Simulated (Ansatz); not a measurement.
Input file:

```
crystal:
  lattice:
    - [4.0309070173, 0.0, 0.0]
    - [0.0, 4.0172570699, 5.6547284602]
    - [0.0, -4.0172570699, 5.6547284602]
  atoms:
    - { symbol: Ga, position: [0.0, 0.5072300364, 0.9970626806] }
    - { symbol: Ga, position: [0.5, 0.9954534937, 0.9954534937] }
    - { symbol: Ga, position: [0.5, 0.5001663356, 0.5001663356] }
    - { symbol: Ga, position: [0.0, 0.9970626806, 0.5072300364] }
    - { symbol: P, position: [0.0, 0.8750016688, 0.8750016688] }
    - { symbol: As, position: [0.5, 0.3750146381, 0.8752046654] }
    - { symbol: As, position: [0.0, 0.3748664814, 0.3748664814] }
    - { symbol: As, position: [0.5, 0.8752046654, 0.3750146381] }
basis:
  ecutwfc: 420
kpoints:
  mp_grid: { grid: [10, 6, 6] }
hamiltonian:
  xc: pbe
scf:
  occupations: { method: gaussian, width: 0.02 }
output:
  forces: true
  stress: true
  eigenvalues: true
  write_density: true
  write_potential: true
  elf: true
  volumetric_format: npy
relax:
  adjacent_minimum: "off"
  f_tol: 0.01
  max_steps: 80
  cell: { stress_tol: 0.05 }
```

Launched as:

```sh
ansatz run input.yaml --threads 1 --pin off --max-ram 2560MiB --backend cpu --events-out ev --progress --plain --runs-dir out
```

Below, planes, directions and counts refer to the conventional cell (a = 4.02 Å, b = 8.04 Å, c = 11.37 Å, α = 90.00°, β = 90.00°, γ = 90.00°).

The fields are those of the run's last geometry, not of the input's.

Space group Amm2; a structure generated by program, which may or may not match a known phase.

Theory: DFT PBE, scalar-relativistic, plane waves, PAW (Ansatz).

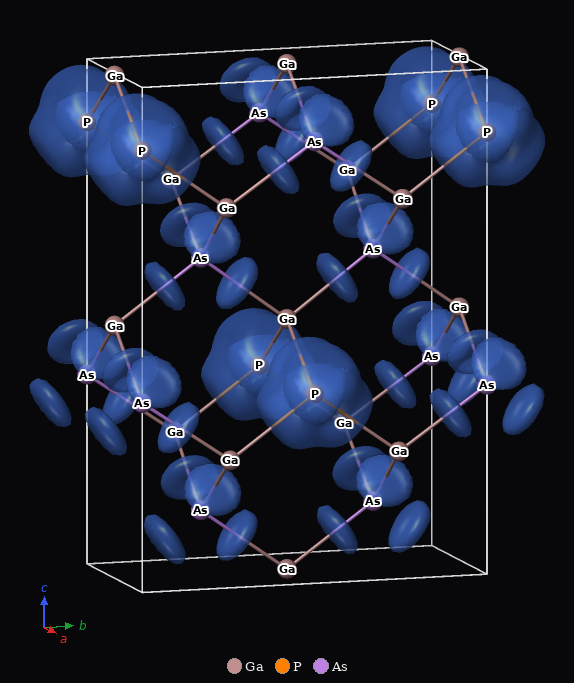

Ga$_{4}$As$_{3}$P. Isosurface of the ELF at 0.7 (blue), seen slightly off an axis. Core shells and regions of very low density are left out. Sticks mark near contacts.

In a PAW calculation such maps are meaningful between the atoms, not at the nuclei.

Where are the electrons localised?

The surface consists of 24 regions between bonded As–Ga atoms (shared pairs) and two regions on P in which the atom's valence shell and bonds are merged, counted in one cell of 16 atoms. Regions shared between cells count once. Profiles from the grid: Ga–P (2.41 Å): the ELF peaks at about 0.90 in the valence shell of P, 0.8 Å from its nucleus, and is about 0.75 at the midpoint. Ga–As (2.46 Å): the ELF peaks at about 0.80 between the atoms (localised, covalent bonding).
